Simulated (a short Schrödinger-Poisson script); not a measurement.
Structure: MOS inversion layer, Si3N4 on p-type Si(100), at 300 K.

| layer | material | thickness (nm) | Na (cm⁻³) |
|---|---|---|---|
| 1 | Si3N4 | 3.5 | - |
| 2 | Si | 300 | 2e18 |

Constants are typed, rounded textbook-type inputs, not results; the design itself was drawn at random and stands for no fabricated device. Si3N4: permittivity 7.5, conduction-band edge (eV) 1.95, gap (eV) 5.1, electron mass (mₑ) 0.5. Si: permittivity 11.7, conduction-band edge (eV) 0, gap (eV) 1.124, Nv at 300 K (cm⁻³) 3.1e19.

Channel valleys (confinement mass, in-plane density-of-states mass, number): Δ2 0.916, 0.19, 2; Δ4 0.19, 0.417, 4. At the gate the conduction-band edge of layer 1 lies 2.4 eV − eVg above the Fermi level of the channel; the field vanishes at the back. Gaps are held at their typed values at every temperature. Mesh 0.03 nm at interfaces.

From a short Schrödinger-Poisson script (our own, NumPy): 1D Poisson equation in equilibrium, electrons quantum, Hartree (BenDaniel-Duke, 12 states a valley, the channel's in-plane mass for all, wave functions free to enter the dielectric), parabolic valleys, classical holes, full ionisation, no traps, pinning or gate leakage.

Only gate voltages with over 1e8 electrons/cm² are shown.

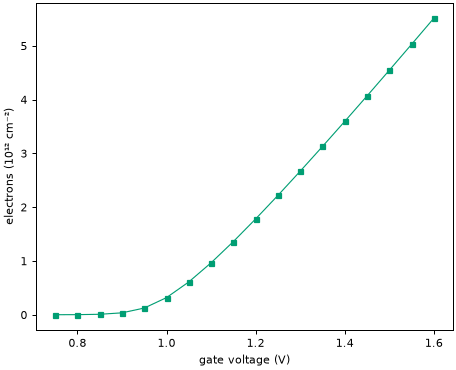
Fig. 1. Sheet density against gate voltage

| Vg (V) | electrons (cm⁻²) | C (μF/cm²) | Δ2 E0 (meV) | Δ2 E1 (meV) | Δ4 E0 (meV) | Δ4 E1 (meV) |
|---|---|---|---|---|---|---|
| 0.75 | 4.31e8 | 0.349 | 244.6 | 346.4 | 311.5 | 478.3 |
| 0.8 | 1.92e9 | 0.349 | 205.8 | 309.2 | 273.6 | 443.4 |
| 0.85 | 8.48e9 | 0.367 | 167.1 | 272.2 | 235.8 | 408.5 |
| 0.9 | 3.55e10 | 0.454 | 129.8 | 236.5 | 199.4 | 374.8 |
| 0.95 | 1.24e11 | 0.677 | 97.0 | 205.3 | 167.4 | 345.4 |
| 1 | 3.19e11 | 0.954 | 72.1 | 181.9 | 143.4 | 323.4 |
| 1.05 | 6.10e11 | 1.16 | 54.6 | 165.9 | 126.6 | 308.4 |
| 1.1 | 9.66e11 | 1.28 | 41.8 | 154.6 | 114.7 | 297.9 |
| 1.15 | 1.36e12 | 1.36 | 32.0 | 146.3 | 105.7 | 290.2 |
| 1.2 | 1.78e12 | 1.42 | 24.0 | 139.8 | 98.5 | 284.3 |
| 1.25 | 2.22e12 | 1.45 | 17.2 | 134.6 | 92.6 | 279.5 |
| 1.3 | 2.67e12 | 1.48 | 11.4 | 130.2 | 87.5 | 275.6 |
| 1.35 | 3.13e12 | 1.50 | 6.2 | 126.4 | 83.1 | 272.3 |
| 1.4 | 3.59e12 | 1.52 | 1.4 | 123.1 | 79.1 | 269.4 |
| 1.45 | 4.07e12 | 1.54 | -2.9 | 120.3 | 75.5 | 266.9 |
| 1.5 | 4.54e12 | 1.55 | -6.9 | 117.7 | 72.3 | 264.7 |
| 1.55 | 5.03e12 | 1.56 | -10.7 | 115.4 | 69.3 | 262.7 |
| 1.6 | 5.51e12 | 1.57 | -14.3 | 113.2 | 66.4 | 260.9 |

Subbands count from the Fermi level.
